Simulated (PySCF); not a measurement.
Species, as SMILES: C#CC.
Geometry (B3LYP-D3(BJ)/def2-TZVP, fixed):
```xyz
7

C     -0.0011    -0.0004     0.2181
C     -0.0068    -0.0029     1.4176
C      0.0060     0.0025    -1.2360
H     -0.0119    -0.0051     2.4795
H      0.0152     1.0232    -1.6237
H      0.8874    -0.5130    -1.6226
H     -0.8790    -0.5002    -1.6311
```

Basis-set convergence of the mean static polarisability at PBE0 with PySCF. All functions are spherical. Density fitting with generated auxiliary sets. No added dispersion term, no relativity. Reference: the value in d-aug-cc-pVTZ, 36.71 bohr³, itself unsure by roughly 0.3 % (its mean distance from aug-pcseg-2, aug-cc-pVTZ). Deviations are taken from unrounded values. Cost is core time over that of 6-31G**, rough, on shared machines of one kind.

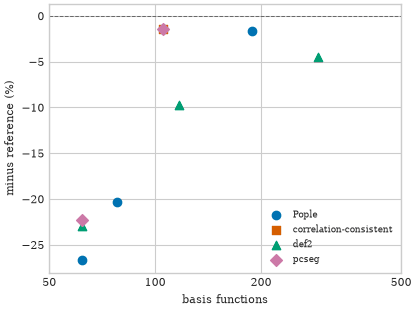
Figure: Deviation from the reference against the number of basis functions, by family of sets.

```tsv
basis	functions	mean static polarisability (bohr³)	minus reference (%)	cost
6-31G**	62	26.90	-26.7	1×
def2-SVP	62	28.27	-23.0	1×
pcseg-1	62	28.52	-22.3	1×
6-311G**	78	29.26	-20.3	1×
aug-cc-pVDZ	105	36.16	-1.5	2×
aug-pcseg-1	105	36.20	-1.4	2×
def2-TZVP	117	33.12	-9.8	2×
6-311++G(3df,3pd)	189	36.10	-1.7	5×
def2-QZVPP	291	35.05	-4.5	10×
```
